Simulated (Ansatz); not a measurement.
## C₂H₁₁NOSi₂: geometry relaxation (part 2 of 2)

The same run, continued: C₂H₁₁NOSi₂, SMILES CC[SiH](O)N[SiH3]; RKS B3LYP-D4/6-31G (Ansatz 0.2.0). It belongs to a series of runs on one base structure; here: end point A relaxed.

Geometry of the input (Å):
```
C  1.6863  -1.2597  -0.8387
C  1.0866  0.1975  -0.9910
Si -0.7646  0.4142  -0.6658
O  -1.5888  -0.5053  -1.6612
N  -1.2250  -0.1673  0.8376
Si -0.7308  0.8928  2.0976
H  1.1597  -1.9063  -1.5277
H  1.5546  -1.5767  0.1633
H  2.7107  -1.2127  -1.0457
H  1.2909  0.5467  -1.9883
H  1.6526  0.8631  -0.3096
H  -1.1365  1.8254  -0.7975
H  -1.6274  -1.4451  -1.5325
H  -2.2674  -0.1726  0.8773
H  0.7457  0.9586  2.1223
H  -1.3630  2.2335  1.9369
H  -1.2027  0.3133  3.3633
```

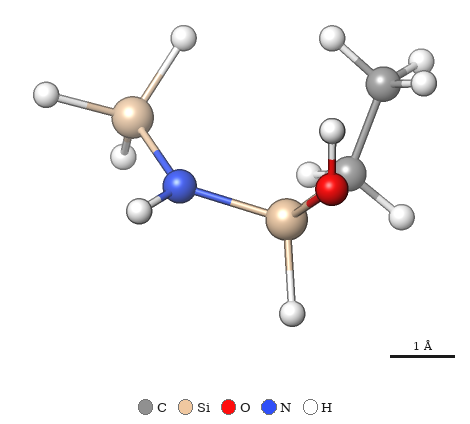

Fig. 1: The geometry at step 20 of the log (ball-and-stick view, seen at a tilt).

**Output, continued**
```
Atom 13 at    -2.498101     0.601302     0.827344 Å, force     0.003128    -0.000825    -0.002357 eV/Å
Atom 14 at    -0.075793    -0.963157     2.560043 Å, force    -0.002321     0.001638     0.000641 eV/Å
Atom 15 at     0.677098     1.289154     2.100505 Å, force    -0.005259    -0.005571    -0.000604 eV/Å
Atom 16 at    -1.424626     0.923653     3.314019 Å, force     0.001625    -0.003171    -0.003974 eV/Å
Dipole moment:     0.181693    -0.036920     0.346064 e Å
```

**Trajectory as extended XYZ (Å, eV, eV/Å), 6 of the 33 frames kept, from step=1 to step=33**
```
17
Properties=species:S:1:pos:R:3:forces:R:3 step=1 energy=-21543.60177
C     1.6863   -1.2597   -0.8387   -2.1347   1.8458  -0.4227
C     1.0866    0.1975   -0.9910    0.8002  -0.3489   1.1514
Si   -0.7646    0.4142   -0.6658    3.9234   2.1752  -0.7529
O    -1.5888   -0.5053   -1.6612   -2.6358  -1.8739  -3.5414
N    -1.2250   -0.1673    0.8376   -2.4858  -0.4915   1.6437
Si   -0.7308    0.8928    2.0976    0.7027   0.4740   2.4776
H     1.1597   -1.9063   -1.5277    0.0421  -0.5449  -0.1832
H     1.5546   -1.5767    0.1633   -0.2510  -0.6565   1.1375
H     2.7107   -1.2127   -1.0457    1.7602  -0.1809  -0.5534
H     1.2909    0.5467   -1.9883    0.0561   0.3297  -0.7147
H     1.6526    0.8631   -0.3096   -0.1214  -0.0597  -0.2168
H    -1.1365    1.8254   -0.7975   -0.2885   0.6970  -0.3905
H    -1.6274   -1.4451   -1.5325   -0.2806  -1.0238  -0.2344
H    -2.2674   -0.1726    0.8773    0.6363  -0.9635  -0.0334
H     0.7457    0.9586    2.1223    0.3341   0.2202  -0.0278
H    -1.3630    2.2335    1.9369    0.0687   0.4354   0.0270
H    -1.2027    0.3133    3.3633   -0.1260  -0.0337   0.6339
17
Properties=species:S:1:pos:R:3:forces:R:3 step=7 energy=-21545.16293
C     1.5553   -1.0877   -0.6511   -0.0182   0.0278  -0.0142
C     1.0334    0.3192   -1.0129    0.0226  -0.0256  -0.0025
Si   -0.8693    0.4431   -0.9519   -0.0764  -0.0176  -0.0157
O    -1.6404   -0.8225   -1.8530    0.1279  -0.2041   0.0069
N    -1.3985    0.3221    0.7418    0.0133   0.0068   0.1501
Si   -0.5493    0.7965    2.2461   -0.0196   0.1272  -0.1303
H     1.1872   -1.8389   -1.3628    0.0081   0.0241   0.0285
H     1.2294   -1.3866    0.3519    0.0127  -0.0017  -0.0144
H     2.6511   -1.1261   -0.6724   -0.0270   0.0103  -0.0070
H     1.3575    0.5967   -2.0247   -0.0102  -0.0041   0.0188
H     1.4623    1.0694   -0.3350    0.0006  -0.0051  -0.0147
H    -1.3859    1.6635   -1.6641    0.0202  -0.0522   0.0476
H    -1.4148   -1.7640   -1.7262   -0.0744   0.2372   0.0078
H    -2.3650    0.0224    0.8621    0.1231   0.0745  -0.0004
H     0.9289    0.5497    2.0990   -0.1041  -0.0082  -0.0100
H    -0.7196    2.2646    2.6044    0.0167  -0.1895  -0.0367
H    -1.0815   -0.0221    3.3890   -0.0152   0.0001  -0.0137
17
Properties=species:S:1:pos:R:3:forces:R:3 step=14 energy=-21545.19317
C     1.6315   -1.0024   -0.7153   -0.0016   0.0019   0.0093
C     1.0176    0.3863   -0.9864    0.0275   0.0025  -0.0083
Si   -0.8914    0.3874   -0.9720   -0.0427  -0.0126   0.0084
O    -1.5040   -1.0463   -1.7352    0.0102  -0.0339   0.0472
N    -1.4776    0.5331    0.6994   -0.1450   0.0162   0.0275
Si   -0.5753    0.6890    2.2332    0.0390  -0.0259   0.0191
H     1.2734   -1.7355   -1.4479    0.0030   0.0130   0.0064
H     1.3730   -1.3705    0.2851    0.0086   0.0112  -0.0228
H     2.7254   -0.9716   -0.7838   -0.0124  -0.0016   0.0048
H     1.3323    0.7410   -1.9776   -0.0127  -0.0068   0.0278
H     1.3908    1.1247   -0.2639   -0.0057  -0.0173  -0.0101
H    -1.4822    1.4527   -1.8458    0.0029  -0.0180   0.0097
H    -1.4141   -1.9276   -1.3330    0.0021   0.0699  -0.0288
H    -2.4924    0.5827    0.7956    0.1942  -0.0122  -0.0228
H     0.7540   -0.0031    2.1122   -0.0757   0.0400  -0.0004
H    -0.3103    2.1212    2.6393   -0.0092  -0.0655  -0.0246
H    -1.3696    0.0383    3.3366    0.0174   0.0390  -0.0423
17
Properties=species:S:1:pos:R:3:forces:R:3 step=20 energy=-21545.20797
C     1.6544   -0.9356   -0.7288   -0.0228  -0.0165   0.0159
C     0.9854    0.4347   -0.9610    0.0120   0.0041  -0.0054
Si   -0.9246    0.3618   -0.9671   -0.0172   0.0117   0.0327
O    -1.4738   -1.1007   -1.7180   -0.0006  -0.0018  -0.0183
N    -1.5066    0.5158    0.7027    0.0284   0.0029  -0.0227
Si   -0.5632    0.6296    2.2133   -0.0396  -0.0001   0.0036
H     1.3342   -1.6577   -1.4889    0.0046   0.0074   0.0026
H     1.4029   -1.3484    0.2559    0.0014   0.0151  -0.0209
H     2.7463   -0.8587   -0.7831    0.0021   0.0088  -0.0031
H     1.2956    0.8360   -1.9347    0.0071  -0.0016   0.0049
H     1.3214    1.1636   -0.2105   -0.0118  -0.0079  -0.0057
H    -1.5577    1.3922   -1.8498    0.0032  -0.0028  -0.0021
H    -1.3258   -1.9763   -1.3252    0.0003  -0.0098   0.0058
H    -2.5133    0.5775    0.8176    0.0164  -0.0070   0.0046
H     0.5018   -0.4270    2.2735    0.0051  -0.0129   0.0036
H     0.1232    1.9589    2.3902    0.0105   0.0023  -0.0064
H    -1.5196    0.4336    3.3543    0.0010   0.0081   0.0110
17
Properties=species:S:1:pos:R:3:forces:R:3 step=27 energy=-21545.21830
C     1.6669   -0.8477   -0.6815    0.0053   0.0100  -0.0056
C     0.9577    0.4843   -1.0034    0.0170   0.0011   0.0081
Si   -0.9461    0.3595   -0.9793   -0.0054   0.0060   0.0066
O    -1.4682   -1.1058   -1.7472   -0.0015   0.0371  -0.0080
N    -1.4976    0.4727    0.7035    0.0254  -0.0004  -0.0202
Si   -0.5471    0.5294    2.2123   -0.0048  -0.0116  -0.0004
H     1.3751   -1.6258   -1.3969    0.0046   0.0064   0.0118
H     1.4236   -1.2081    0.3254    0.0026   0.0037  -0.0069
H     2.7562   -0.7382   -0.7367   -0.0048  -0.0066   0.0001
H     1.2511    0.8264   -2.0045   -0.0009  -0.0058   0.0092
H     1.2729    1.2703   -0.3039   -0.0059  -0.0051  -0.0120
H    -1.6227    1.3896   -1.8284   -0.0070  -0.0024  -0.0006
H    -1.2930   -1.9814   -1.3669    0.0011  -0.0401   0.0070
H    -2.5023    0.5174    0.8336   -0.0320   0.0055   0.0093
H     0.1934   -0.7525    2.4927   -0.0016   0.0130  -0.0002
H     0.4754    1.6327    2.1877    0.0037  -0.0143  -0.0023
H    -1.5143    0.7765    3.3338    0.0041   0.0033   0.0043
17
Properties=species:S:1:pos:R:3:forces:R:3 step=33 energy=-21545.22375
C     1.6912   -0.7599   -0.6180    0.0009  -0.0009  -0.0013
C     0.9380    0.5142   -1.0505   -0.0006  -0.0004  -0.0003
Si   -0.9622    0.3570   -0.9921    0.0002   0.0033   0.0043
O    -1.4678   -1.1193   -1.7490   -0.0046  -0.0108  -0.0063
N    -1.4982    0.4887    0.6941    0.0032  -0.0005   0.0080
Si   -0.5471    0.4235    2.2025    0.0023   0.0080  -0.0018
H     1.3981   -1.6162   -1.2369   -0.0010   0.0000  -0.0020
H     1.4934   -1.0215    0.4282   -0.0018  -0.0003   0.0038
H     2.7748   -0.6329   -0.7224    0.0000   0.0013  -0.0002
H     1.2077    0.7665   -2.0841    0.0006   0.0016  -0.0023
H     1.2387    1.3704   -0.4328    0.0009  -0.0001   0.0019
H    -1.6702    1.3737   -1.8313    0.0003  -0.0009   0.0001
H    -1.2942   -1.9959   -1.3691    0.0024   0.0076   0.0024
H    -2.4981    0.6013    0.8273    0.0031  -0.0008  -0.0024
H    -0.0758   -0.9632    2.5600   -0.0023   0.0016   0.0006
H     0.6771    1.2892    2.1005   -0.0053  -0.0056  -0.0006
H    -1.4246    0.9237    3.3140    0.0016  -0.0032  -0.0040
```

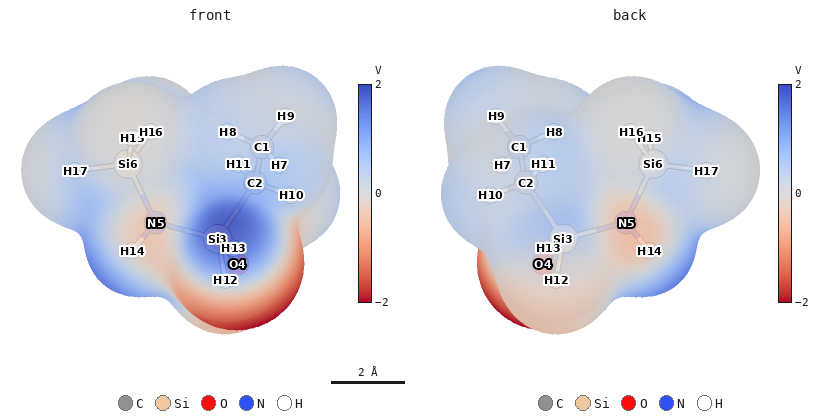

Fig. 2: The molecular electrostatic potential painted on the density surface at 0.001 e/bohr³, seen face on and from behind; the colour scale runs from red (negative) to blue (positive).

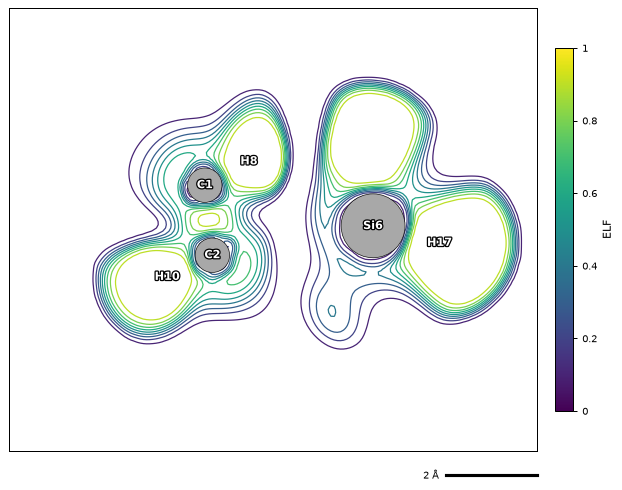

Fig. 3: ELF on the plane of atoms C1, C2 and H10. Grey discs, where drawn, cover atomic cores. C–C (1.54 Å): the ELF peaks at about 0.95 between the atoms, as expected for localised, shared-pair bonding. C–H (1.10 Å): the ELF climbs to about 1 towards the hydrogen, as it does in any bond to H (a covalent bond by its length).

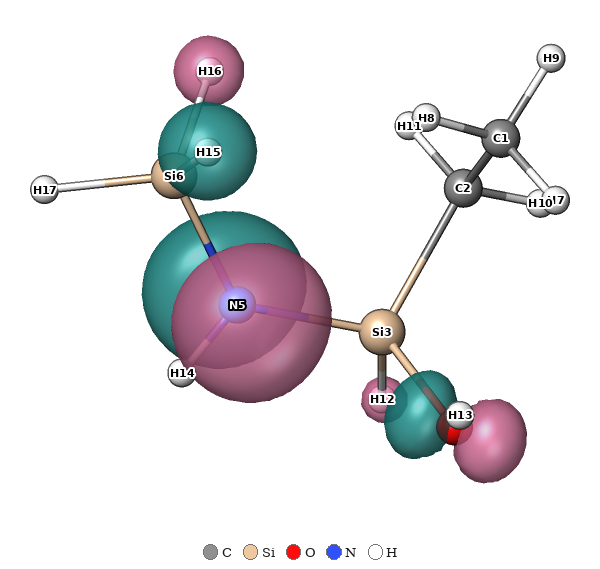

Fig. 4: One frontier orbital at ±0.15 Å⁻³ᐟ² (teal and pink are the two phases), seen at a tilt. The HOMO, at −6.87 eV.

**Key numbers**

```csv
quantity,value
outcome,converged
total energy,−21545.2240 eV
mean-field energy,−21544.5512 eV
largest force (length of the vector) at the end,0.013 eV/Å
hardware,"1 thread of Arm Neoverse V2, 24 GiB of memory available, shared host"
wall time,4.2 min
peak memory,0.22 GiB
```
